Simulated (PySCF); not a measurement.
C5H7S2 (SMILES CCc1cs[cH+]s1) (charge +1)

Input

```
{"job": {"kind": "nmr", "xc": "PBE0", "basis": "pcSseg-1", "pop": false}, "charge": 1, "multiplicity": 1}
C     -1.946600     0.485100     0.490600
C     -1.018400    -0.563000    -0.107800
C      0.408500    -0.455100     0.142400
C      1.255400    -1.534500     0.196800
S      2.961500    -1.125100     0.390600
C      2.724700     0.551800     0.522600
S      1.146000     1.089800     0.478900
H     -2.967400     0.136600     0.142300
H     -1.739600     1.465500     0.096100
H     -1.866100     0.499700     1.553200
H     -1.356100    -1.537100     0.244400
H     -1.130300    -0.601900    -1.189100
H      1.019200    -2.568700     0.058400
H      3.534700     1.251300     0.686600
```

Launched as:

```sh
OMP_NUM_THREADS=1 python probes_run.py task.json out
```

Geometry: GFN2-xTB, MD frame at 250 fs, 200 K.

Level of theory: PBE0/pcSseg-1, SCF density, gas phase, non-relativistic in PySCF.

### What will maps of the electron density and electron localisation function show?

C–C (1.37 Å): ρ is about 2.1 e/Å³ halfway; the ELF peaks at about 0.95 between the atoms (localised, covalent bonding).
C–S (1.67 Å): ρ at the midpoint is about 1.6 e/Å³; the ELF peaks at about 0.90 between the atoms, as expected for localised, covalent bonding.
C–H (1.07 Å): the density is about 2.1 e/Å³ at the midpoint; the ELF climbs to about 1 towards the hydrogen, as it does in any bond to H: an ordinary covalent bond to hydrogen.
C–C (1.45 Å): ρ is about 1.8 e/Å³ halfway; the ELF peaks at about 0.95 between the atoms (a covalent bond).

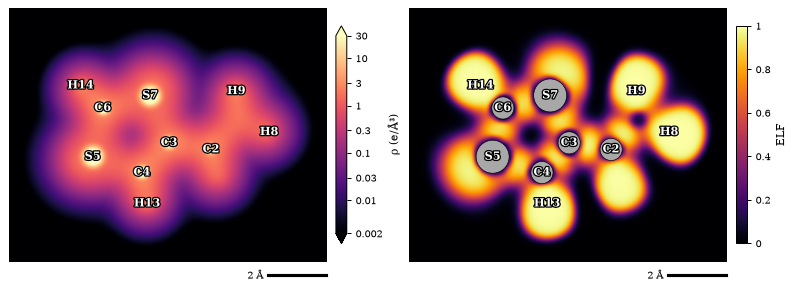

Computed electron density and electron localisation function on the plane of atoms C4, S5 and C6, in this order. Grey discs cover the atomic cores in the ELF map. 
